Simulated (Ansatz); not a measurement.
**SiNH3S: a changed input and its effect**

System: SiNH3S.
Method of the first run: RKS PBE-D4/def2-TZVPP (Ansatz 0.2.0).

The geometry comes from this level: PBE0-D4/def2-TZVP. Text and figures count atoms from 1; the logs count them from 0 in places.

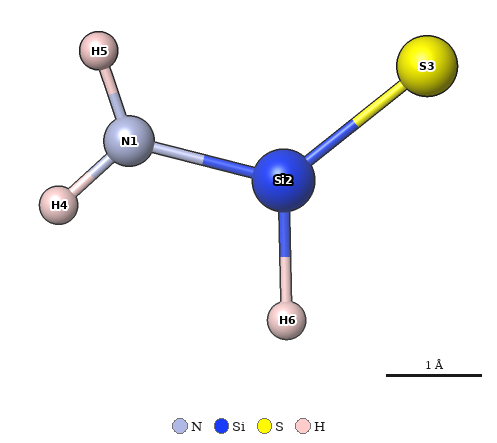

The structure as given in the input (ball-and-stick view, seen on its broad side; atoms are numbered from 1 in the order of the input).

## Input, the first run
```yaml
crystal:
  periodic: [false, false, false]
  atoms:
    - {symbol: N, position_ang: [-0.614210, 0.360963, -0.577583]}
    - {symbol: Si, position_ang: [0.511891, -0.265968, 0.497577]}
    - {symbol: S, position_ang: [1.223101, -2.069400, 0.522673]}
    - {symbol: H, position_ang: [-0.945163, 1.310932, -0.537781]}
    - {symbol: H, position_ang: [-1.019058, -0.183456, -1.321773]}
    - {symbol: H, position_ang: [0.843449, 0.846928, 1.416897]}
basis:
  gaussian: {orbitals: def2-TZVPP}
hamiltonian: {xc: pbe, dispersion: d4}
```

Command:
```bash
ansatz run in.yaml --threads 2 --pin off --events-out ev --progress --plain --max-ram 4352MiB
```

Hardware: 2 threads of Arm Neoverse V2, 95 GiB of memory available, shared host.

## Output (the first run)
```
Functional definition: PBE
  parameter kappa = 0.804
  parameter beta = 0.06672455060314922
  exchange = pbe_x(kappa = kappa, mu = beta*pi^2/3)
  correlation = pbe_c(beta = beta)
904 factors; their error is unknown
mean field evaluation 1: about -20234.2403 eV, gradient 7.2e1 eV
mean field evaluation 2: about -20196.8437 eV, gradient 1.3e2 eV
mean field evaluation 4: about -20242.8975 eV, gradient 2.0e1 eV
mean field evaluation 8: about -20244.0717 eV, gradient 1.4e-1 eV
mean field evaluation 16: about -20244.0529 eV, gradient 5.1e-5 eV
mean field -20244.05289153 eV, -743.9552218520 hartree, gradient 5.9e-5 eV, S^2 0.000000; 0 other end points of the search recorded, 0 dependent functions left out
reference -20244.05292520 eV, -743.9552230891 hartree; 20, 20 occupied and 137, 137 virtual orbitals, 904 factors
Total energy: -20244.18050984 eV, -743.9599117382 hartree
```

The input of the second run differs as follows (lines with − go, lines with + come):
```diff
-    - {symbol: N, position_ang: [-0.614210, 0.360963, -0.577583]}
-    - {symbol: Si, position_ang: [0.511891, -0.265968, 0.497577]}
-    - {symbol: S, position_ang: [1.223101, -2.069400, 0.522673]}
-    - {symbol: H, position_ang: [-0.945163, 1.310932, -0.537781]}
-    - {symbol: H, position_ang: [-1.019058, -0.183456, -1.321773]}
-    - {symbol: H, position_ang: [0.843449, 0.846928, 1.416897]}
+    - {symbol: N, position_ang: [0.601171, -1.957584, 0.479753]}
+    - {symbol: Si, position_ang: [0.743020, -0.430495, 0.789143]}
+    - {symbol: S, position_ang: [-0.448919, 0.976751, -1.061159]}
+    - {symbol: H, position_ang: [-1.640246, 1.036292, -0.440828]}
+    - {symbol: H, position_ang: [-0.703810, -0.237837, -1.580734]}
+    - {symbol: H, position_ang: [1.190771, 0.755371, 1.566959]}
```

How does the second run compare with the first run?

With the same method and basis, the second run lies 108.9 kcal/mol higher.

## Output (the second run)
```
Functional definition: PBE
  parameter kappa = 0.804
  parameter beta = 0.06672455060314922
  exchange = pbe_x(kappa = kappa, mu = beta*pi^2/3)
  correlation = pbe_c(beta = beta)
904 factors; their error is unknown
mean field evaluation 1: about -20217.6758 eV, gradient 9.6e1 eV
mean field evaluation 2: about -20001.4582 eV, gradient 1.8e2 eV
mean field evaluation 4: about -20230.8605 eV, gradient 6.1e1 eV
mean field evaluation 8: about -20239.3368 eV, gradient 2.6e0 eV
mean field evaluation 16: about -20239.3311 eV, gradient 6.0e-4 eV
mean field -20239.33113961 eV, -743.7817006693 hartree, gradient 2.3e-5 eV, S^2 0.000000; 0 other end points of the search recorded, 0 dependent functions left out
reference -20239.33117536 eV, -743.7817019830 hartree; 20, 20 occupied and 137, 137 virtual orbitals, 904 factors
Total energy: -20239.45913510 eV, -743.7864044168 hartree
```

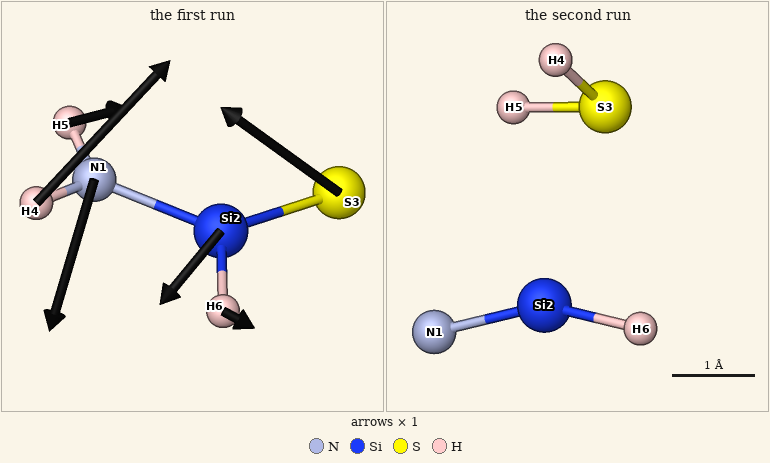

The two input geometries at one scale (ball-and-stick view, seen at a tilt). The black arrows on the first give the shifts of the atoms after the best rigid fit, at true length. H4 moves most after the best rigid fit: 2.41 Å. Largest moves by element: H 2.41 Å, N 2.02 Å, S 1.98 Å, Si 1.20 Å. Among the contacts that change: N1–H4 1.007 → 3.852 Å, S3–H4 4.154 → 1.344 Å, S3–H5 3.462 → 1.345 Å, N1–H5 1.007 → 2.984 Å.

## The two runs side by side

| quantity | the first run | the second run |
| --- | --- | --- |
| outcome | converged | converged |
| total energy (hartree) | −743.959912 | −743.786404 |
| basis functions | 157 | 157 |
| wall time (shared host) | 1.2 s | 1.3 s |
